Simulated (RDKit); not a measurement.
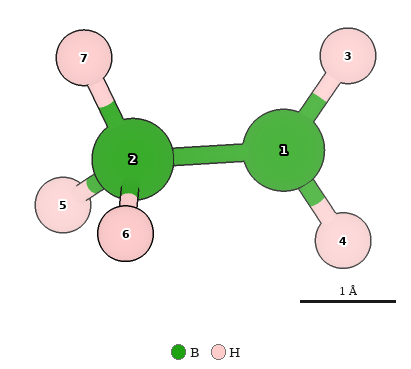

The structure as given in the input (ball-and-stick view, seen at a tilt; atoms are numbered from 1 in the order of the input). Bond lengths as drawn: B–B 1.68 Å and B–H 1.20 to 1.24 Å.

**B₂H₅ (charge −1): property calculation**

The run: property calculation of B₂H₅, charge −1, SMILES B[BH3-]. Method and program: EHT (RDKit 2026.09.1).

The geometry comes from this level: GFN2-xTB.

The input (job.py)
```python
# eht eht with RDKit
import json
import numpy as np
from rdkit import Chem
from rdkit.Chem import AllChem
from rdkit.Chem import rdDetermineBonds
from rdkit.Chem import rdEHTTools

molecule = Chem.MolFromXYZFile("mol.xyz")
symbols = [a.GetSymbol() for a in molecule.GetAtoms()]
start = molecule.GetConformer().GetPositions().copy()

molecule.GetAtomWithIdx(0).SetFormalCharge(-1)  # sets the electron count
ok, res = rdEHTTools.RunMol(molecule, keepOverlapAndHamiltonianMatrices=True)
if not ok:
    raise RuntimeError("the extended Hueckel run failed")
eps = np.array(res.GetOrbitalEnergies())
nel = res.numElectrons
homo = (nel + 1) // 2 - 1
print(f"{res.numOrbitals} orbitals, {nel} valence electrons, sum of one-electron energies {res.totalEnergy:.4f} eV")
for i in range(max(0, homo - 8), min(len(eps), homo + 6)):
    print(f"{i + 1:4d} {eps[i]:10.4f} eV", "(HOMO)" if i == homo else "(LUMO)" if i == homo + 1 else "")
q = np.array(res.GetAtomicCharges())
print("Mulliken charges:", " ".join(f"{a}{i + 1}={c:+.3f}" for i, (a, c) in enumerate(zip(symbols, q))))
op = res.GetReducedOverlapPopulationMatrix()
pairs = [(k, i, op[i * (i + 1) // 2 + k]) for i in range(len(symbols)) for k in range(i) if abs(op[i * (i + 1) // 2 + k]) > 0.1]
print("reduced overlap populations above 0.1")
for k, i, p in pairs:
    print(f"  {symbols[k]}{k + 1}-{symbols[i]}{i + 1} {p:7.3f}")
json.dump(dict(symbols=symbols, start=start.tolist(), energy=res.totalEnergy * 23.060548, homo=eps[homo], lumo=eps[homo + 1] if homo + 1 < len(eps) else None, orbital_energies=eps.round(4).tolist(), charges_mulliken=q.tolist(), bond_orders=[[k + 1, i + 1, round(p, 4)] for k, i, p in pairs], nel=nel), open("results.json", "w"))
```

File mol.xyz
```
7

B      0.210010    -0.813600     0.474350
B     -0.119910     0.613520    -0.349380
H      1.262150    -1.128320     0.968990
H     -0.606320    -1.678230     0.657480
H     -0.531530     0.371570    -1.495060
H     -1.042200     1.230100     0.207460
H      0.827810     1.404960    -0.463840
```

Run on 1 thread of Intel Xeon (Sapphire Rapids), 16 GiB of memory available, shared host.

Run as:
```bash
python job.py
```

Output
```
13 orbitals, 12 valence electrons, sum of one-electron energies -187.1608 eV
   1   -20.5886 eV
   2   -17.8742 eV
   3   -14.7273 eV
   4   -14.3852 eV
   5   -14.0842 eV
   6   -11.9208 eV (HOMO)
   7    -8.2334 eV (LUMO)
   8     3.4478 eV
   9     6.3128 eV
  10     9.9824 eV
  11    12.3110 eV
Mulliken charges: B1=+0.420 B2=-0.187 H3=-0.232 H4=-0.232 H5=-0.252 H6=-0.251 H7=-0.265
reduced overlap populations above 0.1
  B1-B2   0.885
  B1-H3   0.777
  B1-H4   0.778
  B2-H5   0.739
  B2-H6   0.739
  B2-H7   0.752
```

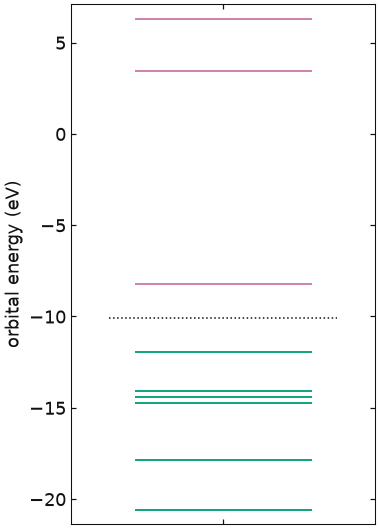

Orbital energies near the frontier; the dotted line parts filled from empty levels, and levels within 0.02 eV of each other stand side by side. Highest filled −11.92 eV, lowest empty −8.23 eV, 3.69 eV apart.

Results in brief

```json
{"quantity": "outcome", "value": "converged"}
{"quantity": "total energy", "value": "−6.878033 hartree"}
{"quantity": "HOMO", "value": "−11.92 eV"}
{"quantity": "LUMO", "value": "−8.23 eV"}
{"quantity": "peak memory", "value": "0.071 GiB"}
```
